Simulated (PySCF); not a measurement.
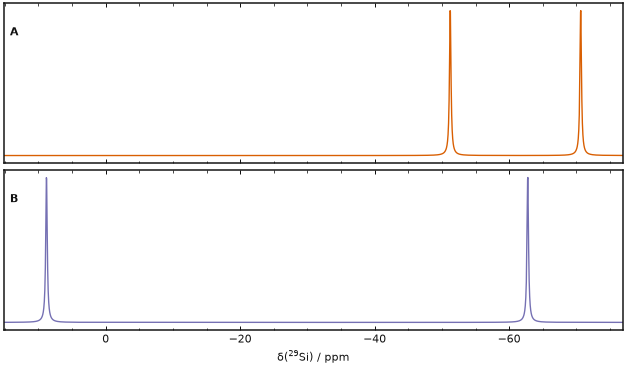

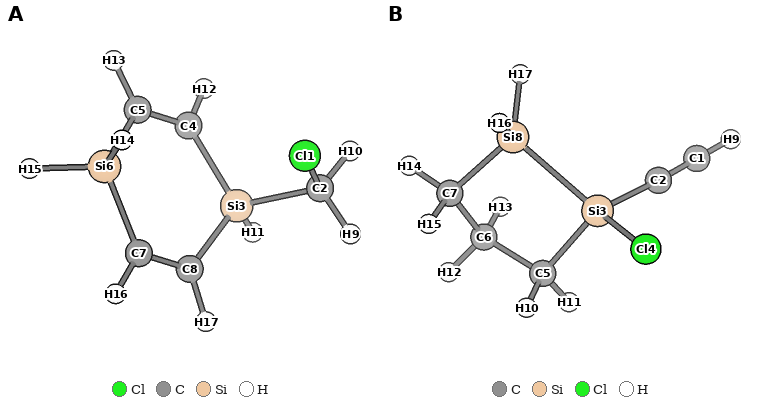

Related molecules: A is C₅H₉ClSi₂, SMILES ClC[SiH]1C=C[SiH2]C=C1; B is C₅H₉ClSi₂, SMILES C#C[Si@]1(Cl)CCC[SiH2]1. GIAO ²⁹Si shifts against TMS, PBE0/pcSseg-1, PySCF, at a PBE0-D3(BJ)/def2-SVP geometry (no frequency check); fully decoupled, line heights follow the number of nuclei within a panel, widths are arbitrary (no quadrupolar broadening); values of one conformer, averaged over methyl-type rotors and exact or near symmetry; other conformers aren't averaged in.

> Assign the ²⁹Si signals of each molecule.

A: −51.2 (Si3); −70.6 (Si6)
B: 8.8 (Si3); −62.8 (Si8)
